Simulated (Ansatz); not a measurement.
# A low-energy model for OsCl4 (Cmmm): bands, U and J

Wanted: the parameters of a Hubbard-Kanamori model for OsCl4 (Cmmm).

Method: non-magnetic LDA, then constrained RPA, plane waves, PAW, in Ansatz 0.2.0.

## 1. The structure

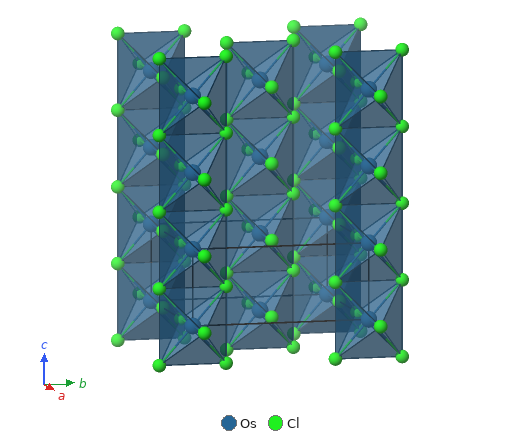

Start, viewed slightly off an axis; osmium blue, chlorine green. 1×1×3 cells are drawn. This picture shows the conventional cell, with its axes. Some periodic images of atoms are drawn too.

The cell and positions come from the Crystallography Open Database and are kept as given unless a step says otherwise. Spin-orbit coupling is left out unless a step names it. The default PAW set here is soft_2. Its files were made with PBE.

## 2. LDA bands and orbital weights

This step: DFT, LDA, plane waves, PAW.

File input.yaml:

```yaml
crystal:
  lattice:
    - [3.9645, -2.94368553, 2.94368553]
    - [3.9645, 2.94368553, -2.94368553]
    - [0.0, 2.51730014, 2.51730014]
  atoms:
    - { symbol: Os, position: [0.0, 0.0, 0.0] }
    - { symbol: Cl, position: [0.8106, 0.1894, 0.5] }
    - { symbol: Cl, position: [0.1894, 0.8106, 0.5] }
    - { symbol: Cl, position: [0.2852, 0.2852, 0.0] }
    - { symbol: Cl, position: [0.7148, 0.7148, 0.0] }
kpoints:
  mp_grid: { grid: [4, 4, 6] }
  band_path:
    path:
      - [[0.0, 0.0, 0.0], [-0.5, 0.5, 0.0], [-0.47672741, 0.52327259, 0.0]]
      - [[0.47672741, 0.47672741, 0.0], [0.0, 0.0, 0.0], [0.0, 0.0, 0.5], [0.47672741, 0.47672741, 0.5]]
      - [[-0.47672741, 0.52327259, 0.5], [-0.5, 0.5, 0.5], [-0.5, 0.5, 0.0]]
      - [[0.0, 0.0, 0.0], [0.0, 0.5, 0.0], [0.0, 0.5, 0.5], [0.0, 0.0, 0.5], [-0.5, 0.5, 0.5]]
    npoints: 10
hamiltonian:
  xc: lda
scf:
  occupations: { method: gaussian, width: 0.08 }
  n_extra_bands: 19
  max_iter: 150
output:
  eigenvalues: true
  forces: true
  stress: true
  fatbands: true
  write_density: true
  write_potential: true
  elf: true
  volumetric_format: npy
```

Command:

```
> ansatz run input.yaml --threads 4 --pin off --max-ram 9216MiB --backend cpu --events-out ev --progress --plain --runs-dir out
```

Numbers of over 12 decimals in the logs are rounded to 6 here.

Log:

```text
scf.n_extra_bands = 19 over 22 filled bands (N_el = 44.0): the run solves 41 bands
Engine: ansatz 0.2.0, aarch64-unknown-linux-gnu
Pseudopotentials: kind: paw
Pseudopotential: Os, paw, valence charge 16, recommended cutoff 420 eV (normal), Os.paw.azcp
Pseudopotential: Cl, paw, valence charge 7, recommended cutoff 420 eV (normal), Cl.paw.azcp
Functional definition: SPW92
  exchange = slater_x
  correlation = pw_c
Crystal: 5 atoms, lattice volume = 117.510 Å³
Basis set: ecut = 420 eV, 2303 PW (Γ)
Bands: 41, of which v1, the nominal top of the filled ones, is band 22 counted from 1 (21 counted from 0)
Symmetry: 8 space group operations
Space group: Cmmm (ITA 65), of the structure as read, at distance tolerance 4.9e-5 Å
k-points: 28 of 96
Non-local potential: Os, projectors of the file, l = 0: 3, l = 1: 2, l = 2: 2, l = 3: 1
Non-local potential: Cl, projectors of the file, l = 0: 2, l = 1: 2, l = 2: 2
PAW form: soft (Blöchl's): semilocal exchange-correlation on the pseudo side does not see the compensation charge
PAW frozen core: Os, regenerated for the run's functional, and the local potential with it (the file was generated under x = pbe(κ = 0.804, μ = 0.219515), c = pbe(β = 0.066725))
PAW frozen core: Cl, regenerated for the run's functional, and the local potential with it (the file was generated under x = pbe(κ = 0.804, μ = 0.219515), c = pbe(β = 0.066725))
PAW one-centre angular grid: Os, 590 points (default); XC on 64 Gauss nodes
PAW one-centre angular grid: Cl, 110 points (default); XC on 64 Gauss nodes
Initial density: superposition of atomic densities (neutral atoms: chi_scale 0, normalization atom), corrected by the library's trained network
Initial wavefunctions: pseudopotential atomic-orbital guess
Functional: x = slater, c = lda
SCF iter   1: F=—  HF=-15296.415203 eV  |F-HF|=—  |Δ(HF+E_count)|=         —  Δρ=8.71e-3  dr2=1.20e-1  ethr=1.77e-3  ⟨swp⟩=5.5  Hψ=5120  notcnv=0  defer=211
preconditioner: auto → LDOS  [metal: Δε(μ)=0.005 eV  Ē_g=14.852 eV  σ=0.080 eV  W_gap=0.04  n_scr=22 (ndim 8)  ℏωp=20.6 eV  f_vac=0.053  D(μ)=7.69/eV (n_scr^D=74)  β→1.0]
SCF iter   2: F=—  HF=-15296.403275 eV  |F-HF|=—  |Δ(HF+E_count)|=   1.19e-2  Δρ=7.14e-3  dr2=5.69e-2  ethr=2.73e-4  ⟨swp⟩=1.0  Hψ=1373  notcnv=0  defer=280
SCF iter   3: F=—  HF=-15296.403957 eV  |F-HF|=—  |Δ(HF+E_count)|=   6.81e-4  Δρ=8.07e-3  dr2=5.95e-2  ethr=1.29e-4  ⟨swp⟩=2.2  Hψ=1433  notcnv=0  defer=280
SCF iter   4: F=—  HF=-15296.395929 eV  |F-HF|=—  |Δ(HF+E_count)|=   8.03e-3  Δρ=3.04e-3  dr2=1.98e-2  ethr=1.29e-4  ⟨swp⟩=1.0  Hψ=821  notcnv=0  defer=280
SCF iter   5: F=—  HF=-15296.393692 eV  |F-HF|=—  |Δ(HF+E_count)|=   2.24e-3  Δρ=1.40e-3  dr2=4.79e-3  ethr=4.50e-5  ⟨swp⟩=1.0  Hψ=821  notcnv=0  defer=280
SCF iter   6: F=—  HF=-15296.392974 eV  |F-HF|=—  |Δ(HF+E_count)|=   7.18e-4  Δρ=4.31e-4  dr2=3.38e-4  ethr=1.09e-5  ⟨swp⟩=1.9  Hψ=905  notcnv=0  defer=280
SCF iter   7: F=—  HF=-15296.392934 eV  |F-HF|=—  |Δ(HF+E_count)|=   4.04e-5  Δρ=1.14e-4  dr2=2.30e-5  ethr=7.68e-7  ⟨swp⟩=2.0  Hψ=1150  notcnv=0  defer=280
SCF iter   8: F=—  HF=-15296.392944 eV  |F-HF|=—  |Δ(HF+E_count)|=   1.01e-5  Δρ=2.85e-5  dr2=1.06e-6  ethr=5.22e-8  ⟨swp⟩=2.1  Hψ=1327  notcnv=0  defer=277
SCF iter   9: F=—  HF=-15296.392944 eV  |F-HF|=—  |Δ(HF+E_count)|=   6.10e-9  Δρ=1.13e-5  dr2=2.27e-7  ethr=2.40e-9  ⟨swp⟩=2.0  Hψ=1162  notcnv=0  defer=277
SCF iter  10: F=-15296.392944 eV  HF=-15296.392944 eV  |F-HF|=3.28e-8  |Δ(HF+E_count)|=   4.31e-8  Δρ=4.71e-6  dr2=3.95e-8  ethr=2.27e-10  ⟨swp⟩=15.6  Hψ=7942  notcnv=0
SCF 1 converged in 10 iterations: F = -15296.392944 eV  dr2 = 3.95e-8
  greatest PAW one-centre occupation: 1.000 electrons in one spin orbital (limit 2), on the Os atom at site 0 (counted from 0), in its partial waves of l = 0
NSCF: frozen V_eff on 114 k-points
SCF converged after 10 iterations
Free energy (F): -15296.392944 eV
Harris-Foulkes:  -15296.392944 eV  (|F-HF|=3.28e-8)
Internal energy: -15296.369196 eV  (E = F + TS)
E sigma→0 (E₀):  -15296.381070 eV
Entropy (-TS):   -0.023748 eV (-4.750 meV/atom)
Fermi energy:    4.929848 eV
--- Per-component energies (eV) ---
  E_band       = -447.137069
  E_kinetic    = 1202.181936
  E_local      = -3556.013667  (includes V_loc(G=0)·N_el)
  E_nonlocal   = 125.771073
  E_hartree    = 1375.779912
  E_xc         = -683.670303
  E_vxc        = -763.050300  (∫ρ·V_xc dr)
  E_paw        = -11247.741146  (= ΣΔE_a)
  E_vpaw       = -207.584155  (= ΣTr[D̂ρ^β])
  E_aug_tail   = 0.000327  (compensation charges beyond the density's cutoff)
  E_ewald      = -2513.802029
  E_core_change = 1.124701  (= ΣΔE_core)
  E_smearing   = -0.023748  (= −TS)
  E_closure    = -0.000000  (closes the sum)
  Σ components = -15296.392944   (vs F -15296.392944, Δ=0.00e0)
--- Forces (eV/Å), atoms counted from 1 ---
  atom   1  Os    -0.00000000     0.00000000    -0.00000000
  atom   2  Cl     0.00000000    -0.46463922     0.46463922
  atom   3  Cl     0.00000000     0.46463922    -0.46463922
  atom   4  Cl    -0.24337203    -0.00000000    -0.00000000
  atom   5  Cl     0.24337203     0.00000000    -0.00000000
  max |Σ_I F_I| component: 5.55e-17 eV/Å
--- Stress (GPa, compression-positive) ---
       -3.193994       0.000000      -0.000000
        0.000000      -4.929999      -0.234952
       -0.000000      -0.234952      -4.929999
  P = ⅓ Tr σ = -4.3513 GPa (-43.513 kbar)
--- Band table (eV; the first three rows and the last of 28) ---
  k-point 0: bands = [... 18 lower, 3.4738, 3.5034, 3.6362, 4.8686, 5.1624, 7.3144, 7.9389, 9.8548, ... 15 higher]
  k-point 1: bands = [... 18 lower, 3.2842, 3.3539, 4.2141, 4.8335, 5.0701, 6.8330, 7.7602, 10.5616, ... 15 higher]
  k-point 2: bands = [... 18 lower, 2.8342, 3.0417, 4.4652, 4.8551, 5.1605, 6.9254, 7.3696, 11.3994, ... 15 higher]
  k-point 27: bands = [... 18 lower, 3.0075, 3.3004, 4.2022, 4.6377, 4.8131, 7.3067, 7.9915, 10.5741, ... 15 higher]
```

The job ended after 5.7 s (4 threads of Arm Neoverse V2, shared host; peak memory 0.56 GiB).

This step gave:

* pressure: -4.351 GPa

Electronic bands along the path, in eV, zero at the Fermi level:

```
     point  band 19  band 20  band 21  band 22  band 23  band 24  band 25  band 26
         Γ    -1.46    -1.43    -1.29    -0.06     0.23     2.38     3.01     4.92
         Y    -1.98    -1.66    -1.35     0.25     0.59     2.19     2.35     6.66
        C0    -1.97    -1.66    -1.35     0.25     0.59     2.21     2.35     6.67
jump to Σ0    -1.97    -1.66    -1.35     0.25     0.59     2.21     2.35     6.67
         Γ    -1.46    -1.43    -1.29    -0.06     0.23     2.38     3.01     4.92
         Z    -2.19    -2.17    -0.76    -0.04     0.35     2.35     2.36     6.72
        A0    -1.92    -1.63    -0.73    -0.29    -0.12     2.38     3.07     5.65
jump to E0    -1.92    -1.63    -0.73    -0.29    -0.12     2.38     3.07     5.65
         T    -1.92    -1.63    -0.73    -0.29    -0.12     2.38     3.06     5.64
         Y    -1.98    -1.66    -1.35     0.25     0.59     2.19     2.35     6.66
 jump to Γ    -1.46    -1.43    -1.29    -0.06     0.23     2.38     3.01     4.92
         S    -1.73    -1.47    -1.37     0.13     0.13     2.40     3.22     6.57
         R    -2.03    -1.99    -0.75    -0.21    -0.07     2.39     3.21     7.04
         Z    -2.19    -2.17    -0.76    -0.04     0.35     2.35     2.36     6.72
         T    -1.92    -1.63    -0.73    -0.29    -0.12     2.38     3.06     5.64
```

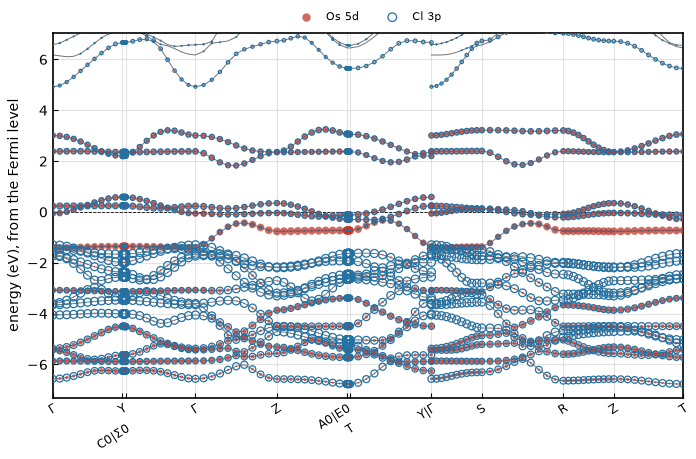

Electronic bands along the path; dots are coloured as in the legend, and their area grows with the weight.

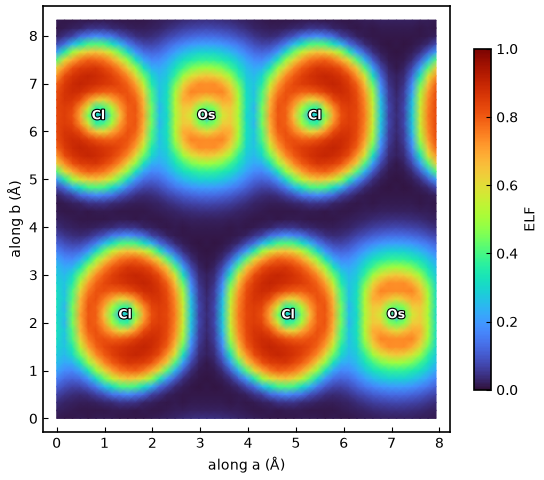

ELF in the ab plane of the conventional cell at fractional z = 0.000, with atoms of Os and Cl within 0.2 Å of it. It is the smooth field of the valence electrons, not physical close to the nuclei. The map starts off the cell's origin, so that atoms lie inside it.

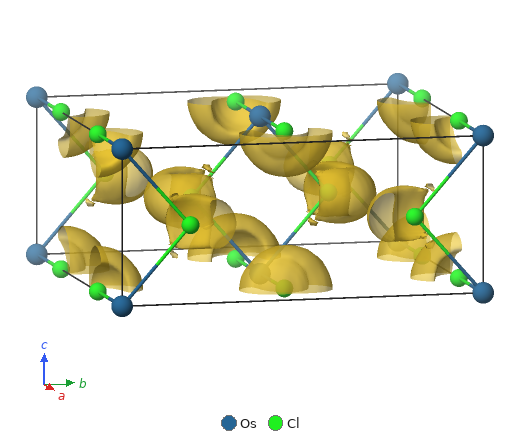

Surface of ELF = 0.84.

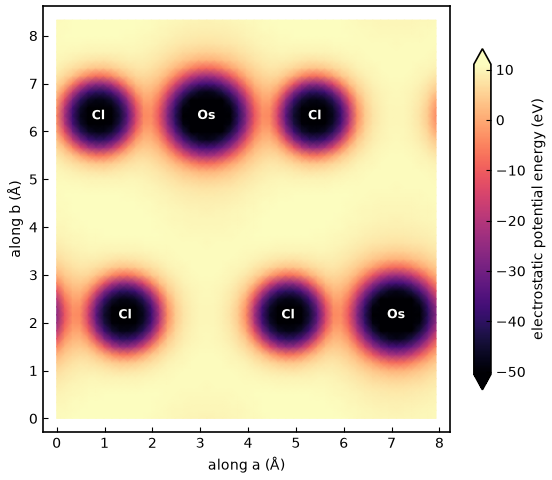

Electrostatic potential energy in the ab plane of the conventional cell at fractional z = 0.000, with atoms of Os and Cl within 0.2 Å of it. With pseudopotentials it is smooth inside the atoms' cores, unlike the true potential. The map starts off the cell's origin, so that atoms lie inside it.

[end of part 1 of 2]

[Paths, hosts, dates, memory and timing lines, banners, echoed tables and standing remarks are left out of the program output.]

[Logs are printed without paths, hosts, clocks, repeated set-up lines and the standing remarks that a program may print on its own settings, such as how far it seeks lower states.]

[Runs of the session that timed out or met a known fault of the program may be left out.]

[Hosts, paths, dates, database ids (printed as entryN), source tags and the programs' standing remarks are cut or masked in the printed files.]
